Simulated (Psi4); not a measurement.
# H3O+ (oxonium) at CCSD(T)/aug-cc-pVTZ

What is the energy change on altering one bond length of H3O+ (oxonium) at CCSD(T)/aug-cc-pVTZ? 

The results are computed with Psi4 1.11.

3 further runs of the same task are left out: 3 set aside as unsound or not needed.

## (1) The system as given

The species is H3O+ (4 atoms), meant as a singlet with charge +1. As SMILES, `[OH3+]`. The shape is that of a PBE0-D4/def2-TZVP optimisation.

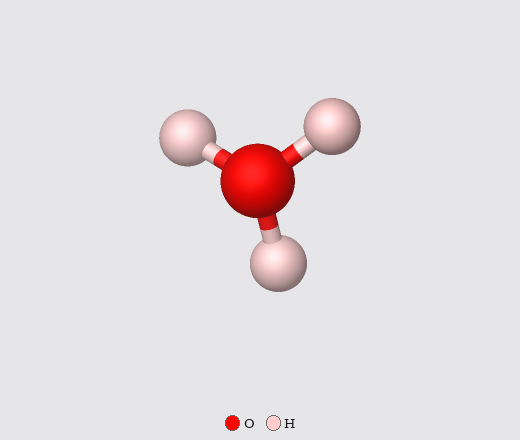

Viewed from a chosen angle; oxygen red, hydrogen pink.

## (2) The energy at CCSD(T)/aug-cc-pVTZ

File job.json:

```json
{
 "schema_name": "qcschema_input",
 "schema_version": 1,
 "molecule": {
  "schema_name": "qcschema_molecule",
  "schema_version": 2,
  "symbols": ["O", "H", "H", "H"],
  "geometry": [0.34387346, -0.10714747, -0.09970195, 0.4139634, 1.73560006, 0.02861045, -0.77269012, -0.69596723, -1.45013803, 0.01485325, -0.93248536, 1.52126732],
  "molecular_charge": 1,
  "molecular_multiplicity": 1,
  "fix_symmetry": "c1",
  "fix_com": true,
  "fix_orientation": true
 },
 "driver": "energy",
 "model": {
  "method": "ccsd(t)",
  "basis": "aug-cc-pVTZ"
 },
 "keywords": {
  "reference": "rhf",
  "puream": true,
  "e_convergence": 1e-09,
  "d_convergence": 1e-08,
  "scf_type": "pk",
  "num_frozen_docc": 1
 }
}
```

Run with:

```console
psi4 --qcschema job.json -n 1 --memory 1600MB
```

stdout:

```text
[...]
  Running in c1 symmetry.
[...]
  Nuclear repulsion =   13.956307389084099
[...]
  Multiplicity = 1
[...]
  Nalpha       = 5
  Nbeta        = 5
[...]
    Number of basis functions: 115
[...]
   @RHF iter   1:   -76.29638461384833    1.00932e-03   2.66596e-03 ADIIS/DIIS
[...]
   @RHF iter   9:   -76.33987677848843   -4.07852e-12   4.04122e-09 DIIS
[...]
    Orbital Energies [Eh]
    ---------------------
    Doubly Occupied:
       1A    -21.000931     2A     -1.798453     3A     -1.134162
       4A     -1.134131     5A     -0.951389
[...]
  @RHF Final Energy:   -76.33987677848843
   => Energetics <=
    Nuclear Repulsion Energy =             13.9563073890840990
    One-Electron Energy =                -128.5542347493196758
    Two-Electron Energy =                  38.2580505817471419
    Total Energy =                        -76.3398767784884313
[...]
 Multipole Moments:
 ------------------------------------------------------------------------------------
     Multipole            Electronic (a.u.)      Nuclear  (a.u.)        Total (a.u.)
 ------------------------------------------------------------------------------------
 L = 1.  Multiply by 2.5417464519 to convert [e a0] to [Debye]
 Dipole X            :         -2.7059931            2.4071142           -0.2988789
 Dipole Y            :          0.8431863           -0.7500323            0.0931540
 Dipole Z            :          0.7845263           -0.6978759            0.0866504
 Magnitude           :                                                    0.3248301
[...]
      * MP2 total energy                      =  -76.600094126980252
[...]
      * CCSD total energy                     =  -76.608212343453047
[...]
      * CCSD(T) total energy                  =  -76.615523848607097
[...]
```

The result, in JSON:

```text
{
 "driver": "energy",
 "model": {
  "method": "ccsd(t)",
  "basis": "aug-cc-pVTZ"
 },
 "success": true,
 "return_result": -76.6155238486071,
 "properties": {
  "calcinfo_nbasis": 115,
  "calcinfo_nmo": 115,
  "calcinfo_nalpha": 5,
  "calcinfo_nbeta": 5,
  "calcinfo_natom": 4,
  "nuclear_repulsion_energy": 13.956307389084099,
  "return_energy": -76.6155238486071,
  "scf_one_electron_energy": -128.55423474931968,
  "scf_two_electron_energy": 38.25805058174714,
  "scf_dipole_moment": [-0.2988789224931234, 0.09315398606791059, 0.08665044852742287],
  "scf_total_energy": -76.33987677848843,
  "scf_iterations": 9,
  "mp2_same_spin_correlation_energy": -0.06087443104797721,
  "mp2_opposite_spin_correlation_energy": -0.19934291744348562,
  "mp2_singles_energy": -2.2534303907393184e-25,
  "mp2_doubles_energy": -0.26021734849146283,
  "mp2_correlation_energy": -0.26021734849146283,
  "mp2_total_energy": -76.60009412698025,
  "ccsd_same_spin_correlation_energy": -0.055063225645883174,
  "ccsd_opposite_spin_correlation_energy": -0.21327233931837292,
  "ccsd_singles_energy": 0.0,
  "ccsd_doubles_energy": -0.2683355649642561,
  "ccsd_correlation_energy": -0.26833556496425603,
  "ccsd_total_energy": -76.60821234345305,
  "ccsd_iterations": 13,
  "ccsd_prt_pr_correlation_energy": -0.27564707011830364,
  "ccsd_prt_pr_total_energy": -76.6155238486071
 }
}
```

Wall time 21 s (1 thread of AMD EPYC 9R45 (Zen 5), shared host); peak memory 1.5 GiB.

## (3) The distorted shape, same level

File calc.py:

```python
import psi4

psi4.set_memory(1600000000)
psi4.set_num_threads(1)
psi4.set_output_file('output.dat', False)

m = psi4.geometry("""
1 1
O      0.51131643    -0.01884624     0.10281433
H      0.58140637     1.82390129     0.23112673
H     -0.77269012    -0.69596723    -1.45013803
H      0.18229621    -0.84418412     1.72378360
units au
symmetry c1
""")

options = {'reference': 'rhf', 'puream': True, 'e_convergence': 1e-09, 'd_convergence': 1e-08, 'scf_type': 'pk', 'num_frozen_docc': 1}
psi4.set_options(options)

E = psi4.energy("ccsd(t)/aug-cc-pVTZ")
print(f'ccsd(t)/aug-cc-pVTZ energy: {E:.10f} Eh')
```

Run with:

```console
python calc.py
```

output.dat:

```text
[...]
  Running in c1 symmetry.
[...]
  Nuclear repulsion =   13.346052389774892
[...]
  Multiplicity = 1
[...]
  Nalpha       = 5
  Nbeta        = 5
[...]
    Number of basis functions: 115
[...]
   @RHF iter   1:   -76.27755939468403   -7.92399e-02   2.63740e-03 DIIS/ADIIS
[...]
   @RHF iter  10:   -76.32165272840608   -3.26850e-12   1.99711e-09 DIIS
[...]
    Orbital Energies [Eh]
    ---------------------
    Doubly Occupied:
       1A    -20.994849     2A     -1.764456     3A     -1.119053
       4A     -1.074948     5A     -0.933053
[...]
  @RHF Final Energy:   -76.32165272840608
   => Energetics <=
    Nuclear Repulsion Energy =             13.3460523897748917
    One-Electron Energy =                -127.5626923185500488
    Two-Electron Energy =                  37.8949872003690729
    Total Energy =                        -76.3216527284060788
[...]
 Multipole Moments:
 ------------------------------------------------------------------------------------
     Multipole            Electronic (a.u.)      Nuclear  (a.u.)        Total (a.u.)
 ------------------------------------------------------------------------------------
 L = 1.  Multiply by 2.5417464519 to convert [e a0] to [Debye]
 Dipole X            :         -0.0215693           -0.6435382           -0.6651075
 Dipole Y            :         -0.0244021            0.1419298            0.1175277
 Dipole Z            :         -0.0494297            0.0818863            0.0324566
 Magnitude           :                                                    0.6761909
[...]
      * MP2 total energy                      =  -76.586550120513991
[...]
      * CCSD total energy                     =  -76.594051828794534
[...]
      * CCSD(T) total energy                  =  -76.601904478121298
```

Standard output:

```text
ccsd(t)/aug-cc-pVTZ energy: -76.6019044781 Eh
```

It took 22 s on 1 thread of AMD EPYC 9R45 (Zen 5), shared host; peak memory 1.5 GiB.

## (4) What came out

Level: CCSD(T)/aug-cc-pVTZ, 1 core orbital frozen.

| quantity | value |
| --- | --- |
| first shape: total energy | -76.61552 Eh |
| first shape: HOMO energy (Hartree–Fock orbitals) | -25.89 eV |
| first shape: LUMO energy (Hartree–Fock orbitals) | -4.67 eV |
| first shape: HOMO–LUMO gap (Hartree–Fock orbitals) | 21.22 eV |
| first shape: correlation energy (1 core orbital frozen) | -275.6 mEh |
| first shape: (T) correction | -7.31 mEh |
| first shape: T1 diagnostic | 0.006 |
| distorted shape: total energy | -76.60190 Eh |
| distorted shape: HOMO energy (Hartree–Fock orbitals) | -25.39 eV |
| distorted shape: LUMO energy (Hartree–Fock orbitals) | -4.92 eV |
| distorted shape: HOMO–LUMO gap (Hartree–Fock orbitals) | 20.47 eV |
| distorted shape: correlation energy (1 core orbital frozen) | -280.3 mEh |
| distorted shape: (T) correction | -7.85 mEh |
| distorted shape: T1 diagnostic | 0.007 |
| energy change with the O1–H3 bond stretched from 0.978 to 1.125 Å | 0.371 eV |

**Reading.** With the O1–H3 bond stretched from 0.978 to 1.125 Å the energy rises by 0.37 eV (35.8 kJ/mol). The first shape isn't relaxed at this level, so the change isn't measured from a minimum. The triples (first shape) make up 2.7 % of the correlation energy. The triples (distorted shape) make up 2.8 % of the correlation energy.
